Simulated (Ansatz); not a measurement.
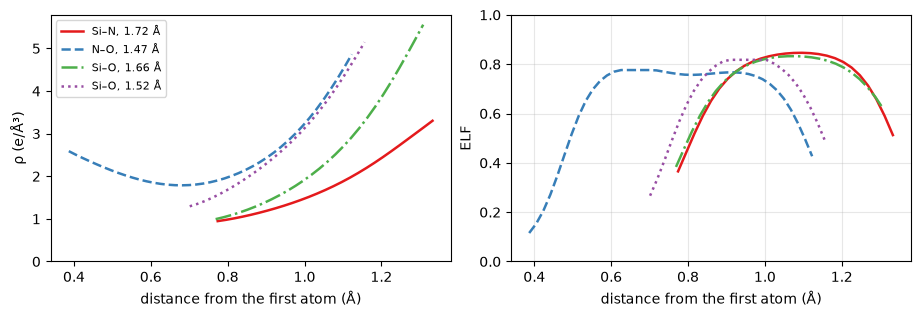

Figure. NO2Si (SMILES O=[Si]1[N]O1) (doublet). Total electron density and electron localisation function along straight lines between neighbouring atoms. The curves leave out the atomic cores.

Geometry: PBE0-D3(BJ)/def2-SVP.

These are results of isolated molecule in a Gaussian basis; Kohn-Sham density functional theory, functional PBE0 in Ansatz 0.2.0, not measurements.

> Compare the contacts.

Si–N (1.72 Å): the density is about 1.1 e/Å³ at the midpoint; the ELF peaks at about 0.85 between the atoms: a shared but strongly polarised pair.
N–O (1.47 Å): ρ is about 1.8 e/Å³ halfway; the ELF peaks at about 0.80 between the atoms; a covalent bond.
Si–O (1.66 Å): ρ is about 1.2 e/Å³ halfway; the ELF peaks at about 0.85 between the atoms: a polar covalent bond.
Si–O (1.52 Å): ρ at the midpoint is about 1.5 e/Å³; the ELF peaks at about 0.80 between the atoms, as expected for a polar covalent bond.
